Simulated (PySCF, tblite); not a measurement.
**C3H10OSSi2: geometry, infrared bands and NMR shifts**

Wanted: the infrared bands and NMR shifts of C3H10OSSi2 (`[SiH3]S[SiH2][C@@H]1CCO1`), by calculation.

The runs use tblite 0.8.0 and PySCF 2.14.0, with density-fitted response routines of our own; the level of theory stands in each step. All values are computed, except where a source is named. Atoms are numbered from 0 throughout.

## 1. The starting structure

17 atoms, charge 0, multiplicity 1; geometry from: force field or distance geometry start.

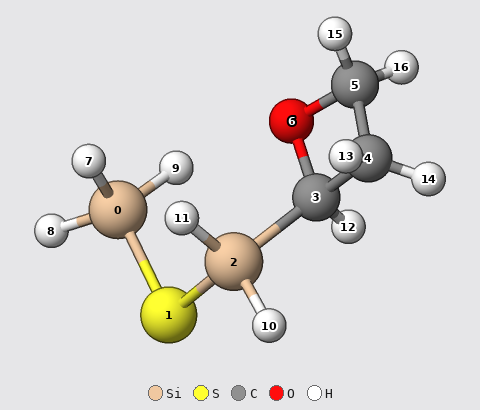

As it starts; silicon light orange, sulfur yellow, carbon grey, oxygen red, hydrogen white, atoms numbered.

## 2. Optimising the geometry with GFN2-xTB

What the job is given:

```
{"job": {"kind": "relax", "xc": "GFN2-xTB", "basis": "xTB"}, "charge": 0, "multiplicity": 1}
Si     2.850700    -0.817400     0.502000
S      2.467800    -0.198000    -1.520300
Si     0.716700     0.923500    -1.081500
C     -0.748000    -0.188800    -0.517300
C     -2.073000     0.522500    -0.221200
C     -2.072300    -0.276300     1.071000
O     -0.674300    -0.632200     0.876500
H      2.706300     0.339900     1.434300
H      4.244000    -1.311800     0.579400
H      1.932900    -1.935500     0.855000
H      0.317400     1.610100    -2.346300
H      1.015300     1.985800    -0.092200
H     -0.854800    -1.061200    -1.163300
H     -2.020600     1.606300    -0.081000
H     -2.891400     0.293700    -0.913300
H     -2.217900     0.311400     1.996600
H     -2.705800    -1.160000     1.090700
```

Command:

```console
OMP_NUM_THREADS=1 python probes_run.py task.json out
```

One launch serves the whole session: the jobs run in the order shown.

Log:

```text
step      E/eV     max force
  0    -607.11427    1.236
  1    -607.18944    0.624
  2    -607.21770    0.417
  3    -607.22834    0.395
  4    -607.23847    0.253
  5    -607.24503    0.210
  6    -607.25065    0.170
  7    -607.25537    0.181
  8    -607.26007    0.170
  9    -607.26344    0.137
 10    -607.26605    0.138
 11    -607.26875    0.157
 12    -607.27216    0.235
 13    -607.27626    0.236
 14    -607.28010    0.130
 15    -607.28280    0.112
 16    -607.28495    0.131
 17    -607.28743    0.195
 18    -607.29005    0.177
 19    -607.29245    0.099
 20    -607.29468    0.151
 21    -607.29708    0.189
 22    -607.30007    0.189
 23    -607.30350    0.149
 24    -607.30643    0.123
 25    -607.30838    0.088
 26    -607.30980    0.107
 27    -607.31090    0.078
 28    -607.31185    0.086
 29    -607.31287    0.087
 30    -607.31404    0.123
 31    -607.31540    0.124
 32    -607.31678    0.097
 33    -607.31793    0.095
 34    -607.31886    0.079
 35    -607.31982    0.110
 36    -607.32083    0.117
 37    -607.32196    0.096
 38    -607.32333    0.100
 39    -607.32490    0.107
 40    -607.32638    0.106
 41    -607.32761    0.098
 42    -607.32859    0.076
 43    -607.32947    0.078
 44    -607.33034    0.068
 45    -607.33112    0.067
 46    -607.33184    0.064
 47    -607.33257    0.084
 48    -607.33347    0.113
 49    -607.33441    0.083
 50    -607.33553    0.085
 51    -607.33600    0.085
 52    -607.33709    0.075
 53    -607.33782    0.087
 54    -607.33837    0.061
 55    -607.33872    0.057
 56    -607.33916    0.059
 57    -607.33974    0.079
 58    -607.34038    0.082
 59    -607.34085    0.055
 60    -607.34121    0.057
 61    -607.34162    0.076
 62    -607.34219    0.102
 63    -607.34284    0.090
 64    -607.34334    0.050
 65    -607.34366    0.045
 66    -607.34392    0.044
 67    -607.34424    0.051
 68    -607.34458    0.040
 69    -607.34492    0.046
 70    -607.34528    0.040
 71    -607.34575    0.067
 72    -607.34638    0.077
 73    -607.34728    0.080
 74    -607.34855    0.097
 75    -607.35024    0.103
 76    -607.35217    0.122
 77    -607.35406    0.096
 78    -607.35561    0.086
 79    -607.35683    0.081
 80    -607.35688    0.146
 81    -607.35897    0.110
 82    -607.35992    0.084
 83    -607.36135    0.074
 84    -607.36169    0.065
 85    -607.36224    0.053
 86    -607.36312    0.041
 87    -607.36338    0.037
 88    -607.36378    0.036
 89    -607.36405    0.042
 90    -607.36451    0.048
 91    -607.36512    0.057
 92    -607.36583    0.057
 93    -607.36637    0.058
 94    -607.36679    0.067
 95    -607.36727    0.078
 96    -607.36806    0.086
 97    -607.36915    0.073
 98    -607.37020    0.077
 99    -607.37094    0.081
100    -607.37160    0.081
101    -607.37242    0.091
102    -607.37352    0.070
103    -607.37396    0.056
104    -607.37423    0.039
105    -607.37445    0.029
106    -607.37468    0.030
107    -607.37489    0.033
108    -607.37510    0.041
109    -607.37540    0.041
110    -607.37580    0.051
111    -607.37617    0.040
112    -607.37642    0.032
113    -607.37658    0.034
114    -607.37674    0.031
115    -607.37697    0.037
116    -607.37723    0.027
117    -607.37740    0.018
118    -607.37751    0.020
119    -607.37760    0.020
120    -607.37770    0.023
121    -607.37779    0.025
122    -607.37791    0.023
123    -607.37804    0.026
124    -607.37818    0.033
125    -607.37837    0.035
126    -607.37861    0.049
127    -607.37891    0.057
128    -607.37923    0.055
129    -607.37953    0.042
130    -607.37979    0.039
131    -607.37999    0.031
132    -607.38013    0.032
133    -607.38025    0.032
134    -607.38036    0.024
135    -607.38046    0.020
136    -607.38051    0.014
137    -607.38054    0.010
138    -607.38056    0.013
139    -607.38058    0.013
140    -607.38062    0.013
141    -607.38065    0.015
142    -607.38069    0.014
143    -607.38073    0.013
144    -607.38078    0.013
145    -607.38084    0.018
146    -607.38092    0.025
147    -607.38105    0.029
148    -607.38128    0.039
149    -607.38166    0.054
150    -607.38212    0.060
151    -607.38254    0.051
152    -607.38286    0.038
153    -607.38316    0.044
154    -607.38351    0.065
155    -607.38401    0.071
156    -607.38454    0.061
157    -607.38493    0.062
158    -607.38517    0.056
159    -607.38541    0.031
160    -607.38549    0.031
161    -607.38561    0.026
162    -607.38572    0.023
163    -607.38597    0.025
164    -607.38613    0.032
165    -607.38636    0.030
166    -607.38650    0.027
167    -607.38662    0.021
168    -607.38670    0.027
169    -607.38677    0.025
170    -607.38682    0.018
171    -607.38686    0.010
172    -607.38688    0.010
```

It took 8.4 s on 1 thread of Intel Xeon at 2.50GHz, shared host; peak memory 0.18 GiB.

The steps of the relaxation: (not every step is listed)

| step | energy from step 0 (eV) | largest force (eV/Å) |
| --- | --- | --- |
| 0 | 0.0000 | 1.2359 |
| 1 | -0.0752 | 0.6237 |
| 2 | -0.1034 | 0.4174 |
| 3 | -0.1141 | 0.3955 |
| 4 | -0.1242 | 0.2525 |
| 5 | -0.1308 | 0.2102 |
| 6 | -0.1364 | 0.1704 |
| 7 | -0.1411 | 0.1814 |
| 8 | -0.1458 | 0.1701 |
| 23 | -0.1892 | 0.1490 |
| 38 | -0.2091 | 0.0998 |
| 53 | -0.2235 | 0.0866 |
| 68 | -0.2303 | 0.0396 |
| 83 | -0.2471 | 0.0744 |
| 98 | -0.2559 | 0.0775 |
| 113 | -0.2623 | 0.0335 |
| 128 | -0.2650 | 0.0551 |
| 143 | -0.2665 | 0.0128 |
| 158 | -0.2709 | 0.0559 |
| 167 | -0.2723 | 0.0215 |
| 168 | -0.2724 | 0.0269 |
| 169 | -0.2725 | 0.0248 |
| 170 | -0.2725 | 0.0178 |
| 171 | -0.2726 | 0.0105 |
| 172 | -0.2726 | 0.0098 |

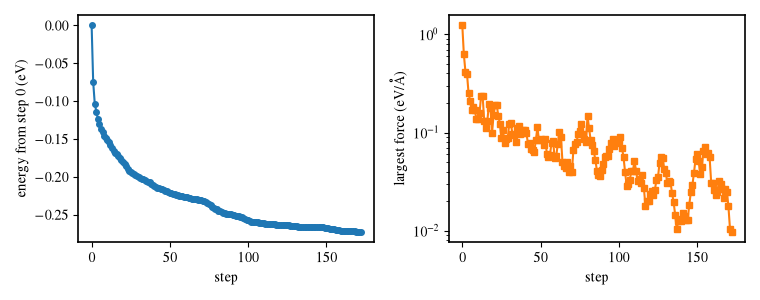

Energy and largest force along the relaxation.

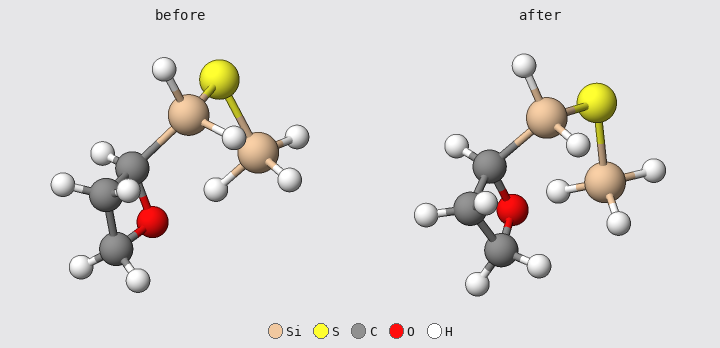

Before and after, at one scale.

Close pairs (by a distance rule), those that changed most:

| bond | before (Å) | after (Å) | change (Å) |
| --- | --- | --- | --- |
| Si0–H9 | 1.489 | 1.449 | -0.040 |
| Si2–H10 | 1.494 | 1.454 | -0.040 |
| Si0–H7 | 1.493 | 1.454 | -0.039 |
| Si0–S1 | 2.149 | 2.181 | +0.032 |
| C5–O6 | 1.456 | 1.425 | -0.030 |
| Si2–H11 | 1.482 | 1.463 | -0.019 |
| Si0–H8 | 1.480 | 1.462 | -0.019 |
| Si2–C3 | 1.924 | 1.908 | -0.016 |

The next job starts from the end point, and lists it.

## 3. Harmonic vibrations with GFN2-xTB

What the job is given:

```
{"job": {"kind": "ir", "xc": "GFN2-xTB", "basis": "xTB"}, "charge": 0, "multiplicity": 1}
Si     2.321671    -0.961650     0.757873
S      2.480551     0.216429    -1.071042
Si     0.597082     1.155989    -1.287402
C     -0.749244    -0.117967    -0.835094
C     -2.000527     0.409609    -0.124304
C     -1.406213    -0.249708     1.118862
O     -0.348119    -0.831342     0.361513
H      1.739164    -0.136591     1.803919
H      3.747228    -1.136173     1.029333
H      1.716209    -2.242750     0.455928
H      0.457431     1.569223    -2.674291
H      0.469734     2.278578    -0.358107
H     -0.951379    -0.830432    -1.640299
H     -2.104984     1.490920    -0.085302
H     -2.934354    -0.033623    -0.462062
H     -1.025570     0.446724     1.873069
H     -2.015678    -1.015207     1.606520
```

Log:

```text
mode    cm-1     km/mol
  1      39.0      1.48
  2      48.5      4.84
  3      94.8      2.56
  4     124.8     10.25
  5     155.7      5.25
  6     263.8      4.85
  7     282.5     14.65
  8     330.5      2.54
  9     443.9     25.32
 10     481.5    118.57
 11     522.4     23.14
 12     540.3     62.55
 13     552.0     12.87
 14     586.0     71.06
 15     676.5     18.53
 16     694.6    256.52
 17     738.8    396.58
 18     763.4    188.48
 19     782.7     76.26
 20     806.5    292.01
 21     836.5     11.94
 22     843.5    129.88
 23     978.7     11.42
 24    1013.2     10.72
 25    1030.3      8.52
 26    1065.1     55.89
 27    1104.4     23.38
 28    1123.8      6.91
 29    1165.9      0.40
 30    1212.4      1.81
 31    1230.9      5.48
 32    1249.9      3.60
 33    1271.6      2.50
 34    1472.5      1.32
 35    1488.6      1.07
 36    2258.0    214.25
 37    2279.8    283.61
 38    2325.5    153.42
 39    2346.3    254.28
 40    2381.4    220.98
 41    2915.6     47.58
 42    2920.0     30.97
 43    2953.3     51.05
 44    3015.5     37.71
 45    3023.4     29.43
```

Run time: 2.7 s. Hardware: 1 thread of Intel Xeon at 2.50GHz, shared host; peak memory 0.18 GiB.

The strongest bands and the atoms that carry them (share of the mass-weighted mode):

| cm⁻¹ | km/mol | atoms |
| --- | --- | --- |
| 695 | 256.5 | H11 24 %, H10 24 %, Si2 18 % |
| 739 | 396.6 | H7 30 %, H9 29 % |
| 763 | 188.5 | H11 48 %, H10 47 % |
| 806 | 292.0 | H8 34 %, H7 29 %, H9 27 % |
| 2258 | 214.2 | H11 95 % |
| 2280 | 283.6 | H8 88 % |
| 2346 | 254.3 | H10 95 % |
| 2381 | 221.0 | H9 94 % |

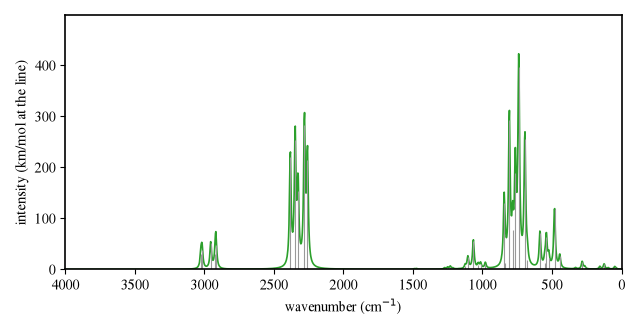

The infrared spectrum from these modes, unscaled. Lines are broadened to a width of 14 cm⁻¹ (Lorentzian).

## 4. Shielding tensors: PBE0/pcSseg-1

The job, as its differences from that of step 3:

```diff
@@ -1,2 +1,2 @@
-{"job": {"kind": "ir", "xc": "GFN2-xTB", "basis": "xTB"}, "charge": 0, "multiplicity": 1}
+{"job": {"kind": "nmr", "xc": "PBE0", "basis": "pcSseg-1"}, "charge": 0, "multiplicity": 1}
 Si     2.321671    -0.961650     0.757873
```

Method: GIAO PBE0/pcSseg-1 NMR shielding, non-relativistic, gas phase.

Log:

```text
coarse grid: 15416 points
cycle   1  E = -1171.9420557792  dE =  7.140e-01  |g| = 5.689e-01  |ddm| = 3.709e+00
cycle   2  E = -1171.8628663529  dE =  7.919e-02  |g| = 8.719e-01  |ddm| = 1.339e+00
cycle   3  E = -1172.0073836829  dE = -1.445e-01  |g| = 9.635e-02  |ddm| = 8.537e-01
cycle   4  E = -1172.0089587373  dE = -1.575e-03  |g| = 3.767e-02  |ddm| = 1.216e-01
cycle   5  E = -1172.0092999216  dE = -3.412e-04  |g| = 5.531e-03  |ddm| = 4.894e-02
cycle   6  E = -1172.0093062796  dE = -6.358e-06  |g| = 1.179e-03  |ddm| = 7.307e-03
final grid: 134152 points
cycle   7  E = -1172.0628266311  dE = -2.090e-05  |g| = 1.152e-02  |ddm| = 2.731e-02
cycle   8  E = -1172.0627934780  dE =  3.315e-05  |g| = 1.772e-02  |ddm| = 1.911e-02
cycle   9  E = -1172.0628513553  dE = -5.788e-05  |g| = 1.398e-03  |ddm| = 1.193e-02
cycle  10  E = -1172.0628517645  dE = -4.092e-07  |g| = 2.299e-04  |ddm| = 1.567e-03
cycle  11  E = -1172.0628517775  dE = -1.298e-08  |g| = 4.971e-05  |ddm| = 3.351e-04
cycle  12  E = -1172.0628517780  dE = -5.016e-10  |g| = 2.218e-05  |ddm| = 7.076e-05
converged SCF energy = -1172.0628517780

GIAO shielding tensors (ppm)
atom      isotropic    diamagn.    paramagn.     s11        s22        s33       span
  0 Si     405.172     878.489    -473.318    366.169    403.146    446.200     80.031
  1 S      843.707    1059.508    -215.801    781.731    867.202    882.188    100.457
  2 Si     378.538     880.457    -501.919    329.353    381.158    425.103     95.750
  3 C      107.548     250.897    -143.348     64.716     91.137    166.791    102.075
  4 C      162.733     254.320     -91.586    147.315    158.441    182.444     35.129
  5 C      115.711     246.315    -130.604     82.461     93.738    170.935     88.474
  6 O      310.538     397.968     -87.430    240.762    330.262    360.589    119.827
  7 H       27.042      30.266      -3.224     23.453     26.297     31.376      7.923
  8 H       27.100      28.174      -1.073     22.602     25.096     33.602     11.000
  9 H       26.937      29.966      -3.029     22.523     26.191     32.098      9.575
 10 H       27.079      28.908      -1.829     23.349     24.782     33.106      9.757
 11 H       26.787      30.062      -3.274     23.058     25.170     32.133      9.075
 12 H       26.515      31.565      -5.050     23.408     26.140     29.996      6.588
 13 H       29.465      31.249      -1.784     25.367     28.820     34.208      8.841
 14 H       28.674      30.551      -1.877     25.306     26.972     33.743      8.437
 15 H       26.769      30.771      -4.002     23.676     25.243     31.389      7.712
 16 H       26.959      29.344      -2.385     23.639     24.935     32.303      8.664
```

It took 88 s on 1 thread of Intel Xeon at 2.50GHz, shared host; peak memory 0.78 GiB.

The references, computed at this level on geometries of the same kind, shield at (ppm): ¹H TMS 31.72, ¹³C TMS 186.9, ²⁹Si TMS 349.2, ¹⁷O H2O 336.1, ³³S CS2 504. Their shielding less the atom's gives the shift. The references are single molecules in the gas phase, so shifts against H2O, NH3, PH3, H3PO4 or CFCl3 are not on the usual liquid scales and can be off by tens of ppm. Atoms listed in one row are averaged.

| atoms | environment | σ (ppm) | δ (ppm) | δ scaled to CDCl3 |
| --- | --- | --- | --- | --- |
| C3 | sp3 CH bonded to O and Si | 107.5 | 79.4 | 75.6 |
| C5 | sp3 CH2 bonded to O | 115.7 | 71.2 | 67.6 |
| C4 | sp3 CH2 in a ring | 162.7 | 24.2 | 21.7 |
| H12 | hydrogen on an sp3 CH bonded to O and Si | 26.51 | 5.20 | 5.01 |
| H15 | hydrogen on an sp3 CH2 bonded to O | 26.77 | 4.95 | 4.77 |
| H11 | hydrogen on a silicon bonded to C, S | 26.79 | 4.93 | – |
| H16 | hydrogen on an sp3 CH2 bonded to O | 26.96 | 4.76 | 4.59 |
| H7, H8, H9 | hydrogen on a silicon bonded to S | 27.03 | 4.69 | – |
| H10 | hydrogen on a silicon bonded to C, S | 27.08 | 4.64 | – |
| H14 | hydrogen on an sp3 CH2 in a ring | 28.67 | 3.04 | 2.97 |
| H13 | hydrogen on an sp3 CH2 in a ring | 29.46 | 2.25 | 2.23 |
| Si2 | silicon bonded to C, S, 2 H | 378.5 | -29.4 | – |
| Si0 | silicon bonded to S, 3 H | 405.2 | -56.0 | – |
| S1 | sulfur bonded to 2 Si | 844 | -340 | – |
| O6 | ether oxygen | 310.5 | 25.5 | – |

The scaled column applies a straight-line fit of computed shieldings to shifts measured in CDCl3, with any fitted terms for Cl, Br or S neighbours (root-mean-square error 0.16 ppm for H, 1.9 ppm for C).

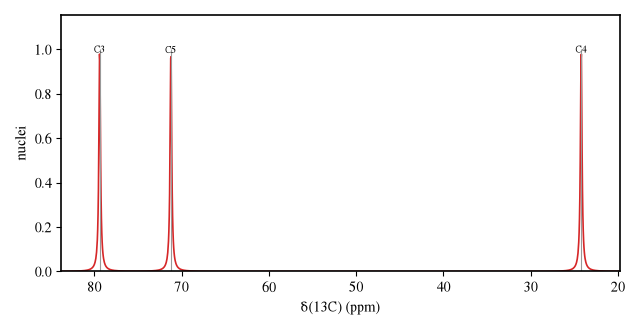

¹³C lines at the computed shifts, without couplings. Lines are broadened to a width of 0.22 ppm (Lorentzian).

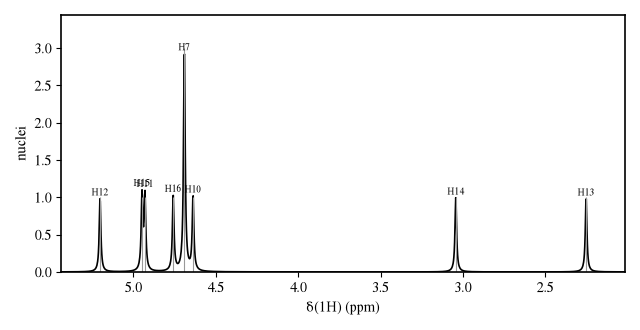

¹H lines at the computed shifts, without couplings. Lines are broadened to a width of 0.01 ppm (Lorentzian).

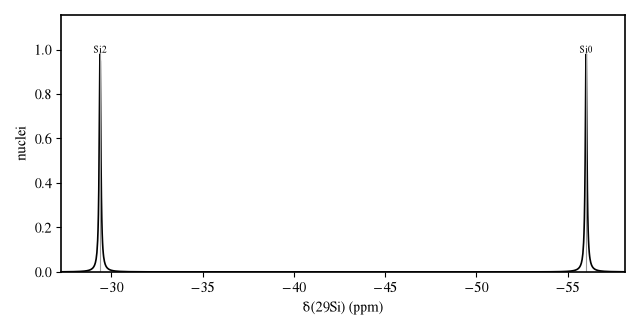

²⁹Si lines at the computed shifts, without couplings. Lines are broadened to a width of 0.11 ppm (Lorentzian).

Charges from the same density, by scheme (e):

| atoms | Mulliken | IAO | Hirshfeld | ESP fit |
| --- | --- | --- | --- | --- |
| Si0 | 0.52 | 0.57 | 0.28 | 0.39 |
| S1 | -0.55 | -0.44 | -0.19 | -0.37 |
| Si2 | 0.63 | 0.68 | 0.30 | 0.27 |
| C3 | -0.17 | -0.18 | -0.04 | 0.06 |
| C4 | -0.29 | -0.29 | -0.08 | -0.23 |
| C5 | 0.10 | -0.04 | 0.01 | 0.11 |
| O6 | -0.54 | -0.42 | -0.12 | -0.30 |

Hirshfeld charges:

Si0 0.28; S1 -0.19; Si2 0.30; C3 -0.04; C4 -0.08; C5 0.01; O6 -0.12; H7 -0.08; H8 -0.09; H9 -0.08; H10 -0.07; H11 -0.08; H12 0.04; H13 0.04; H14 0.05; H15 0.04; H16 0.05

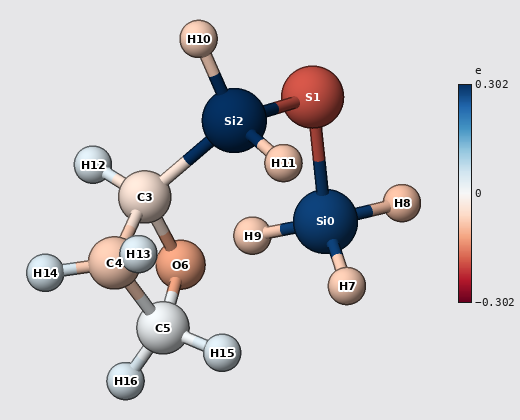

Hirshfeld charges, as colours on the atoms.

Mayer bond orders: Si0–S1 0.89, S1–Si2 1.02, Si2–C3 0.84, C3–C4 1.02, C4–C5 1.04, C5–O6 0.90, O6–C3 0.86.

Ring of atoms C3, C4, C5, O6: NICS(0) 0.6, NICS(1) 2.0, NICS(1)zz 5.0 ppm (means of both faces).

## 5. Results

```
                                                              quantity                                               value
                             strongest single infrared mode (GFN2-xTB)                                739 cm⁻¹, 397 km/mol
                                          zero-point energy (GFN2-xTB)                                       75.0 kcal/mol
                                ¹³C shifts against TMS (PBE0/pcSseg-1)                                79.4, 71.2, 24.2 ppm
¹H shifts against TMS (PBE0/pcSseg-1, means over atoms taken as alike)  5.20, 4.95, 4.93, 4.76, 4.69, 4.64, 3.04, 2.25 ppm
                               ²⁹Si shifts against TMS (PBE0/pcSseg-1)                                    -29.4, -56.0 ppm
                                ³³S shifts against CS2 (PBE0/pcSseg-1)                                            -340 ppm
                                ¹⁷O shifts against H2O (PBE0/pcSseg-1)                                            25.5 ppm
```

The optimisation took 172 steps and gained 0.273 eV; among the close pairs (by a distance rule), Si0–H9 changed most, from 1.489 to 1.449 Å. All 45 modes are real, so the xTB geometry is a minimum. The strongest single mode, at 739 cm⁻¹, is spread over many atoms; the largest shares are those of H7, H9. GFN2-xTB is a fitted tight-binding method: band positions and strengths are rough. Its intensities can rank the bands wrongly. The most deshielded carbon is C3 (sp3 CH bonded to O and Si), at 79.4 ppm: deshielded by the electronegative neighbour. H12 (hydrogen on an sp3 CH bonded to O and Si) lies farthest downfield among hydrogen, at 5.20 ppm; its carbon carries O, which withdraws density. At PBE0/pcSseg-1: The widest tensor belongs to O6: span 120 ppm, with a paramagnetic part of -87 ppm.
